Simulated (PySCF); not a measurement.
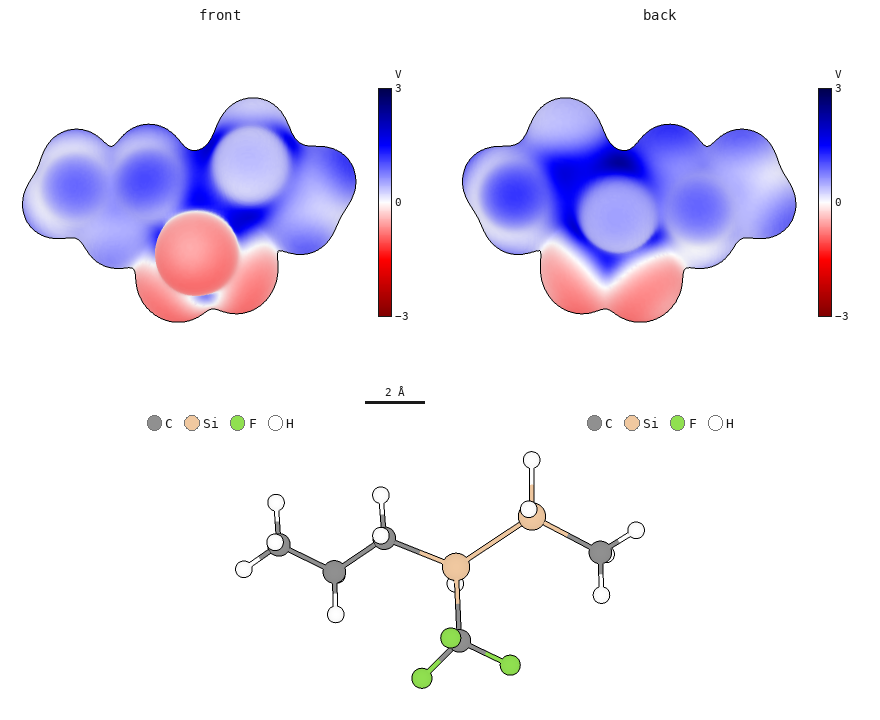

*C5H13F3Si2. The molecular electrostatic potential painted on the density surface at 0.004 e/bohr³, seen from the front and from behind; red is negative and blue positive. The bare structure is drawn below in the same view.*

Geometry: GFN2-xTB.

These are results of PBE0/pcSseg-1, SCF density, gas phase, non-relativistic in PySCF 2.14.0, not measurements.

Input

```
{"job": {"kind": "nmr", "xc": "PBE0", "basis": "pcSseg-1"}, "charge": 0, "multiplicity": 1}
C     -3.655136     0.310688     0.807395
C     -2.462624     0.206557    -0.135557
C     -1.139829     0.362312     0.620783
Si     0.423514     0.307939    -0.468499
Si     2.436569     0.514839     0.681480
C      3.905455     0.318854    -0.503765
C      0.419607    -1.493994    -1.242116
F      0.384627    -2.457679    -0.293790
F     -0.611267    -1.750203    -2.070820
F      1.538728    -1.736502    -1.965127
H     -3.665336     1.278607     1.305054
H     -4.586061     0.195106     0.257473
H     -3.607856    -0.465307     1.568537
H     -2.539302     0.980280    -0.902133
H     -2.488063    -0.760247    -0.639473
H     -1.154896     1.312264     1.159612
H     -1.079810    -0.417764     1.384571
H      0.193032     1.107643    -1.684263
H      2.499682     1.846902     1.302683
H      2.554604    -0.470377     1.766599
H      3.870142    -0.635147    -1.022233
H      3.906768     1.100503    -1.258592
H      4.852700     0.371711     0.025182
```

Run with:

```sh
OMP_NUM_THREADS=1 python probes_run.py task.json out
```

Which sites attract a positive test charge, and which a negative one?

A positive charge is drawn to the negative regions and a negative charge to the positive ones. The most negative region (about −0.8 V) lies over F8, F9 and F10, the most positive (about +2.1 V) over Si4.

How polar is the molecule by this calculation?

Its dipole moment is 2.51 D.
